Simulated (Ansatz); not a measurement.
Be2C (antifluorite type, space group Fm-3m)

```
CELL_PARAMETERS angstrom
      0.00000     2.16420     2.16420
      2.16420     0.00000     2.16420
      2.16420     2.16420     0.00000
ATOMIC_POSITIONS crystal
  Be 0.75000 0.75000 0.75000
  Be 0.25000 0.25000 0.25000
  C  0.00000 0.00000 0.00000
```

Equation-of-state scan: isotropic scaling of the cell above, V₀ being its volume. Symmetry pins the atoms to their sites.

Calculation: PBE (plane waves to 420 eV, PAW, scalar-relativistic; Ansatz, a program for electronic structure). k mesh 13×13×13 (Γ-centred), Fermi-Dirac smearing 0.05 eV. Energies are smeared free energies. Be2C was relaxed with its symmetry unable to fall. The zero of ΔE is the relaxed starting cell.

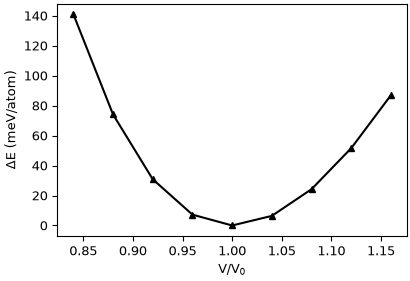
ΔE (meV/atom) against V/V₀; markers are the computed points, lines only join them.

**Question.** What is ΔE at V/V₀ = 0.840?

**Answer.** About 140 meV/atom.

**Question.** What is ΔE at V/V₀ = 1.160?

**Answer.** About 87 meV/atom.

**Question.** What bulk modulus B₀ follows from a third-order Birch-Murnaghan fit?

**Answer.** About 200 GPa.

(A scan under strain: stresses follow from slopes of the energy per volume, elastic moduli from its curvatures.)
